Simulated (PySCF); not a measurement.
# trifluoroacetate (C₂F₃O₂−): NMR shifts and spin-spin couplings

Aim: predict the NMR shifts and spin-spin couplings of trifluoroacetate (C₂F₃O₂−) (`O=C([O-])C(F)(F)F`).

Programs: PySCF 2.14.0, with density-fitted response routines of our own. Each step states its level of theory. These are calculated values for one molecule in the gas phase, unless marked as measured. Atoms count from 0, in the outputs and in this text.

### Step 1. The starting structure

7 atoms, charge -1, multiplicity 1; geometry from: GFN2-xTB, dihedral held. The dihedral O2–C1–C3–F5 is held at 330°.

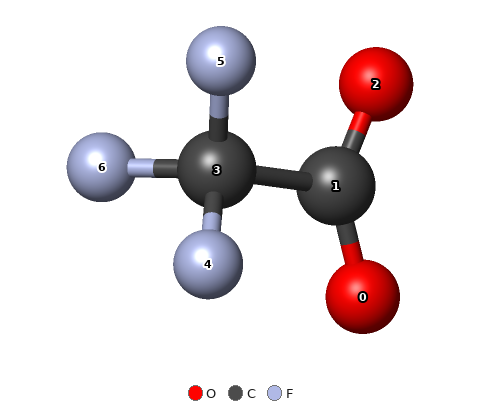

As it starts; oxygen red, carbon dark grey, fluorine light blue, atoms numbered.

### Step 2. Nuclear shieldings: PBE0/pcSseg-1

The job: settings as JSON, then the geometry in Å.

```
{"job": {"kind": "nmr", "xc": "PBE0", "basis": "pcSseg-1", "pop": false}, "charge": -1, "multiplicity": 1}
O      1.332650    -1.191746    -0.608271
C      1.026364    -0.186394     0.009214
O      1.646635     0.662913     0.625439
C     -0.600953     0.097930    -0.003075
F     -1.358211    -1.024950    -0.086651
F     -1.058704     0.748563     1.096243
F     -0.990124     0.867620    -1.056504
```

Method: GIAO PBE0/pcSseg-1 NMR shielding, non-relativistic, gas phase.

Standard output:

```text
coarse grid: 7608 points
cycle   1  E = -525.3035578938  dE =  1.201e+00  |g| = 1.356e+00  |ddm| = 2.448e+00
cycle   2  E = -524.6254427730  dE =  6.781e-01  |g| = 2.419e+00  |ddm| = 2.330e+00
cycle   3  E = -525.6208621230  dE = -9.954e-01  |g| = 1.247e-01  |ddm| = 1.630e+00
cycle   4  E = -525.6230815265  dE = -2.219e-03  |g| = 6.509e-02  |ddm| = 1.289e-01
cycle   5  E = -525.6237124851  dE = -6.310e-04  |g| = 1.993e-02  |ddm| = 3.984e-02
cycle   6  E = -525.6237767601  dE = -6.427e-05  |g| = 3.792e-03  |ddm| = 1.339e-02
cycle   7  E = -525.6237791441  dE = -2.384e-06  |g| = 6.039e-04  |ddm| = 2.576e-03
final grid: 79648 points
cycle   8  E = -525.7061376152  dE = -2.381e-05  |g| = 1.138e-02  |ddm| = 1.446e-02
cycle   9  E = -525.7061030031  dE =  3.461e-05  |g| = 1.831e-02  |ddm| = 1.600e-02
cycle  10  E = -525.7061587744  dE = -5.577e-05  |g| = 5.469e-04  |ddm| = 9.969e-03
cycle  11  E = -525.7061587786  dE = -4.208e-09  |g| = 5.253e-04  |ddm| = 6.246e-04
cycle  12  E = -525.7061588256  dE = -4.705e-08  |g| = 1.138e-04  |ddm| = 3.729e-04
cycle  13  E = -525.7061588278  dE = -2.196e-09  |g| = 2.715e-05  |ddm| = 7.661e-05
cycle  14  E = -525.7061588279  dE = -1.028e-10  |g| = 6.495e-06  |ddm| = 1.900e-05
converged SCF energy = -525.7061588279

GIAO shielding tensors (ppm)
atom      isotropic    diamagn.    paramagn.     s11        s22        s33       span
  0 O       34.197     404.247    -370.050   -139.377     -1.359    243.327    382.704
  1 C       30.828     244.793    -213.965    -71.779     43.187    121.076    192.855
  2 O       34.137     404.273    -370.135   -139.513     -1.472    243.397    382.910
  3 C       54.370     242.572    -188.202     42.368     56.531     64.213     21.845
  4 F      266.536     474.928    -208.393    174.121    265.081    360.405    186.284
  5 F      266.508     474.953    -208.445    174.137    264.923    360.464    186.328
  6 F      265.668     475.070    -209.402    176.178    256.560    364.265    188.087
```

Run time: 6.7 s. Hardware: 1 thread, shared host.

The references, computed at this level on geometries of the same kind, shield at (ppm): 13C TMS 186.9, 19F CFCl3 170.9, 17O H2O 336.1. Their shielding less the atom's gives the shift. The references are single molecules in the gas phase, so shifts against H2O, NH3, PH3, H3PO4 or CFCl3 are not on the usual liquid scales and can be off by tens of ppm. Each atom is listed at this fixed geometry, with no averaging over motion; a spectrum would average atoms that exchange fast.

```csv
atoms,environment,σ (ppm),δ (ppm)
C1,carboxylate carbon,30.8,156.1
C3,CF3 carbon,54.4,132.6
O2,carboxylate oxygen,34.1,301.9
O0,carboxylate oxygen,34.2,301.9
F6,fluorine of a CF3 group,265.7,-94.7
F5,fluorine of a CF3 group,266.5,-95.6
F4,fluorine of a CF3 group,266.5,-95.6
```

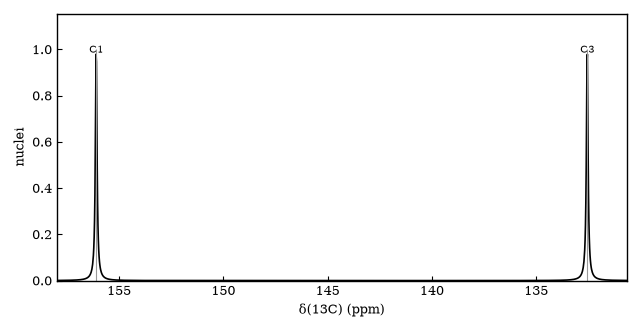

13C lines at the computed shifts, without couplings. Lines are broadened to a width of 0.09 ppm (Lorentzian).

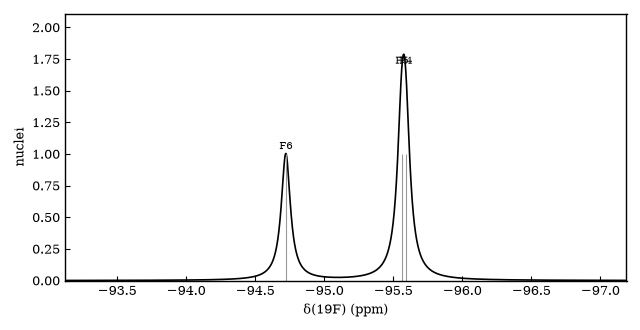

19F lines at the computed shifts, without couplings. Lines are broadened to a width of 0.08 ppm (Lorentzian).

### Step 3. Spin-spin couplings: B3LYP/pcJ-1

Settings changed since step 2:

```diff
@@ -1,2 +1,2 @@
-{"job": {"kind": "nmr", "xc": "PBE0", "basis": "pcSseg-1", "pop": false}, "charge": -1, "multiplicity": 1}
+{"job": {"kind": "j", "xc": "B3LYP", "basis": "pcJ-1"}, "charge": -1, "multiplicity": 1}
 O      1.332650    -1.191746    -0.608271
```

Level: B3LYP/pcJ-1 indirect spin-spin coupling, non-relativistic, gas phase.

Standard output:

```text
coarse grid: 7608 points
cycle   1  E = -525.8343091739  dE =  1.188e+00  |g| = 1.456e+00  |ddm| = 2.512e+00
cycle   2  E = -524.8653865034  dE =  9.689e-01  |g| = 2.812e+00  |ddm| = 2.610e+00
cycle   3  E = -526.1842851967  dE = -1.319e+00  |g| = 1.702e-01  |ddm| = 1.909e+00
cycle   4  E = -526.1881037287  dE = -3.819e-03  |g| = 9.196e-02  |ddm| = 1.773e-01
cycle   5  E = -526.1892812365  dE = -1.178e-03  |g| = 2.821e-02  |ddm| = 5.540e-02
cycle   6  E = -526.1894019946  dE = -1.208e-04  |g| = 5.591e-03  |ddm| = 1.880e-02
cycle   7  E = -526.1894069524  dE = -4.958e-06  |g| = 9.581e-04  |ddm| = 3.360e-03
final grid: 79648 points
cycle   8  E = -526.2706183523  dE = -2.060e-04  |g| = 7.772e-03  |ddm| = 1.117e-02
cycle   9  E = -526.2706040334  dE =  1.432e-05  |g| = 1.206e-02  |ddm| = 8.950e-03
cycle  10  E = -526.2706254595  dE = -2.143e-05  |g| = 1.709e-03  |ddm| = 6.437e-03
cycle  11  E = -526.2706257170  dE = -2.575e-07  |g| = 1.231e-03  |ddm| = 1.698e-03
cycle  12  E = -526.2706259658  dE = -2.488e-07  |g| = 2.215e-04  |ddm| = 7.780e-04
cycle  13  E = -526.2706259740  dE = -8.254e-09  |g| = 3.954e-05  |ddm| = 1.483e-04
cycle  14  E = -526.2706259743  dE = -2.212e-10  |g| = 9.225e-06  |ddm| = 3.028e-05
converged SCF energy = -526.2706259743

Indirect spin-spin couplings (Hz)
  i      j    bonds     total        FC       PSO       DSO        SD
  0 O    1 C    1     25.473    16.111    10.157    -0.141    -0.654
  0 O    2 O    2     -4.920    -0.095    -7.351    -0.048     2.574
  0 O    3 C    2    -17.933   -15.548    -1.454    -0.040    -0.891
  0 O    4 F    3      1.560     1.146     0.511    -0.042    -0.055
  0 O    5 F    3     -9.258    -2.322    -4.595     0.212    -2.553
  0 O    6 F    3      0.465    -1.359    -0.252     0.081     1.996
  1 C    2 O    1     25.463    16.096    10.161    -0.141    -0.653
  1 C    3 C    1     60.818    60.043    -0.708     0.479     1.004
  1 C    4 F    2     24.290    23.001    -0.669     0.210     1.748
  1 C    5 F    2     24.195    22.905    -0.671     0.209     1.751
  1 C    6 F    2     24.619    24.673    -1.360     0.265     1.040
  2 O    3 C    2    -17.943   -15.558    -1.456    -0.040    -0.890
  2 O    4 F    3     -9.307    -2.333    -4.624     0.212    -2.562
  2 O    5 F    3      1.557     1.139     0.511    -0.042    -0.051
  2 O    6 F    3      0.476    -1.355    -0.248     0.080     1.999
  3 C    4 F    1   -417.513  -391.950   -36.437     1.364     9.511
  3 C    5 F    1   -417.280  -391.769   -36.391     1.364     9.516
  3 C    6 F    1   -421.772  -402.197   -31.793     1.358    10.860
  4 F    5 F    2     22.381    27.967   -53.030    -0.194    47.639
  4 F    6 F    2     65.367    35.041   -24.879    -0.189    55.394
  5 F    6 F    2     66.213    36.346   -25.376    -0.187    55.429
```

It took 22 s on 1 thread, shared host.

A choice of the couplings up to four bonds, sorted by the number of bonds; isotopes 13C, 19F, 17O:

```csv
pair,bonds,J (Hz),Fermi contact (Hz),dihedral (°)
C3–F6,1,-421.8,-402.2,–
C3–F4,1,-417.5,-391.9,–
C3–F5,1,-417.3,-391.8,–
C1–C3,1,60.8,60.0,–
O0–C1,1,25.5,16.1,–
C1–O2,1,25.5,16.1,–
F5–F6,2,66.2,36.3,–
F4–F6,2,65.4,35.0,–
C1–F6,2,24.6,24.7,–
C1–F4,2,24.3,23.0,–
C1–F5,2,24.2,22.9,–
F4–F5,2,22.4,28.0,–
O2–C3,2,-17.9,-15.6,–
O0–C3,2,-17.9,-15.5,–
O0–O2,2,-4.9,-0.1,–
O2–F4,3,-9.3,-2.3,-151
O0–F5,3,-9.3,-2.3,151
O0–F4,3,1.6,1.1,30
O2–F5,3,1.6,1.1,-30
```

Quadrupole couplings from the field gradients of the same density:

```csv
atom,isotope,eQq/h (MHz),η
O2,17O,8.084,0.29
O0,17O,8.082,0.29
```

### Step 4. Summary of results

| quantity | value |
| --- | --- |
| 13C shifts against TMS (PBE0/pcSseg-1) | 156.1, 132.6 ppm |
| 17O shifts against H2O (PBE0/pcSseg-1) | 301.9, 301.9 ppm |
| 19F shifts against CFCl3 (PBE0/pcSseg-1) | -94.7, -95.6, -95.6 ppm |
| largest coupling of the table (B3LYP/pcJ-1) | 1J(C,F) C3–F6, -421.8 Hz |

**Reading.** Shifts at one fixed geometry are not the observed spectrum, which averages over the motion. The geometry holds a dihedral fixed, so it need not be a minimum. In the run at B3LYP/pcJ-1, the largest coupling of the table is C3–F6, -421.8 Hz, of which the Fermi-contact term gives -402.2 Hz. Density functionals describe couplings to fluorine poorly, F–F couplings above all, so those rows are rough.
